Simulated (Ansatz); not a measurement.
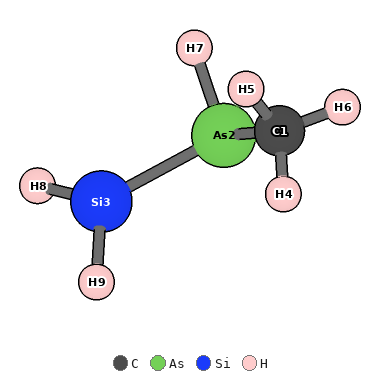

The system is CH₆AsSi, SMILES C[AsH][SiH2+], charge +1; the picture shows the reference structure. The first coordinate is: dihedral C1–As2–Si3–H8; the second: dihedral H4–C1–As2–Si3. Nothing is relaxed (all other coordinates rigid). The grid has 15 × 15 points. All energies are given in kcal/mol relative to the relaxed molecule at the same level. Theory: Ansatz 0.2.0, RKS PBE-D4/def2-SVP.

Its coordinates:

```xyz
9

C    -0.5753    1.0449   -1.0595
As    0.9486    0.1946   -0.1535
Si    0.2407   -1.1522    1.5193
H    -1.2049    1.5439   -0.2996
H    -1.1506    0.2929   -1.6290
H    -0.1465    1.8043   -1.7411
H     1.5106   -0.8407   -1.1236
H     1.1582   -2.2343    1.9942
H    -0.7810   -0.6535    2.4926
```

Range: dihedral C1–As2–Si3–H8 from −180 to 156°; dihedral H4–C1–As2–Si3 from −37.0 to 143.0°.

Q: What landscape does the calculation give?

A: The lowest grid point is at dihedral C1–As2–Si3–H8 = 156°, dihedral H4–C1–As2–Si3 = 53.0°, 0.024 kcal/mol from the relaxed molecule at the same level. The energy also falls towards the edge at dihedral C1–As2–Si3–H8 = 156°, dihedral H4–C1–As2–Si3 = 143.0° (0.6 kcal/mol above the lowest) and dihedral C1–As2–Si3–H8 = 156°, dihedral H4–C1–As2–Si3 = −37.0° (0.9 kcal/mol above the lowest), where a further well may lie outside the range. There is a further well near dihedral C1–As2–Si3–H8 = −12°, dihedral H4–C1–As2–Si3 = 53.0° (8.4 kcal/mol above the lowest at that grid point). The highest grid point, dihedral C1–As2–Si3–H8 = 60°, dihedral H4–C1–As2–Si3 = 130.1°, lies 26.1 kcal/mol above the lowest. On the interpolated surface the easiest way out of the lowest well to the well at about dihedral C1–As2–Si3–H8 = −20°, dihedral H4–C1–As2–Si3 = 57° passes a barrier of about 24 kcal/mol.

```tsv
dihedral H4–C1–As2–Si3 ↓, dihedral C1–As2–Si3–H8 →	−180	−156	−132	−108	−84	−60	−36	−12	12	36	60	84	108	132	156
143.0	2.3	7.9	16.4	24.9	20.9	13.6	9.2	8.8	12.6	19.7	26.1	18.6	9.8	3.3	0.6
130.1	2.4	8.0	16.3	24.7	21.1	13.8	9.4	8.9	12.6	19.6	26.1	18.8	10.2	3.7	0.9
117.3	2.5	7.9	16.1	24.5	21.1	13.9	9.5	9.0	12.6	19.5	25.9	18.8	10.3	3.8	1.0
104.4	2.4	7.8	15.9	24.2	20.9	13.8	9.5	9.0	12.5	19.3	25.5	18.5	10.0	3.7	1.0
91.6	2.3	7.7	15.7	23.8	20.5	13.5	9.2	8.8	12.4	19.1	25.1	18.0	9.6	3.4	0.7
78.7	2.0	7.5	15.5	23.6	20.1	13.2	9.0	8.6	12.2	19.0	24.7	17.5	9.2	3.0	0.4
65.9	1.8	7.3	15.5	23.5	19.9	12.9	8.7	8.4	12.1	19.0	24.6	17.3	8.9	2.7	0.1
53.0	1.7	7.3	15.5	23.6	19.9	12.9	8.7	8.4	12.1	19.0	24.7	17.4	8.9	2.6	0.0
40.1	1.8	7.3	15.6	23.8	20.3	13.2	8.9	8.5	12.2	19.2	25.1	17.8	9.2	2.8	0.1
27.3	2.0	7.5	15.7	24.1	20.8	13.7	9.2	8.8	12.4	19.3	25.6	18.4	9.7	3.2	0.5
14.4	2.2	7.6	15.8	24.3	21.3	14.2	9.7	9.1	12.6	19.5	25.9	18.9	10.3	3.7	0.8
1.6	2.5	7.8	15.9	24.4	21.6	14.5	10.0	9.4	12.8	19.6	26.1	19.1	10.6	4.1	1.2
−11.3	2.6	7.9	15.9	24.4	21.7	14.6	10.1	9.5	12.9	19.6	26.0	19.1	10.6	4.2	1.3
−24.1	2.6	7.9	16.0	24.3	21.4	14.4	10.0	9.4	12.9	19.6	25.7	18.7	10.3	3.9	1.2
−37.0	2.4	7.9	16.0	24.3	21.0	14.0	9.7	9.2	12.8	19.5	25.4	18.2	9.8	3.5	0.9
```

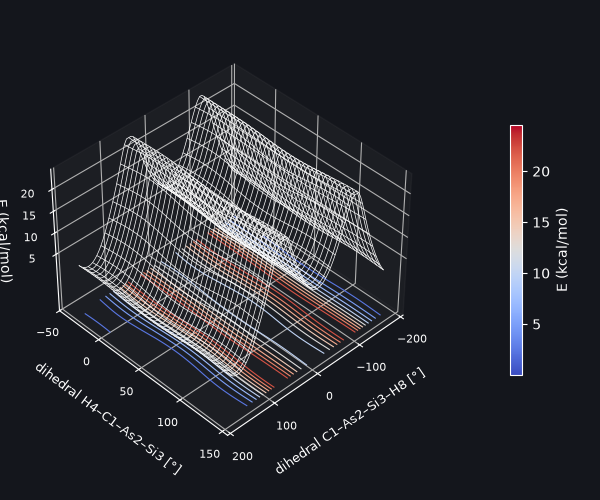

The picture shows a relief with its contours projected below, any walls above the top of the colour scale cut off. Between grid points the surface is interpolated.

Each point was launched as `ansatz run input.yaml --threads 1 --pin off --max-ram 2560MiB --backend cpu --events-out ev --progress --plain --runs-dir out`. The whole map (225 points run) took 16 min on 1 thread of Arm Neoverse V1, with other jobs on the host.
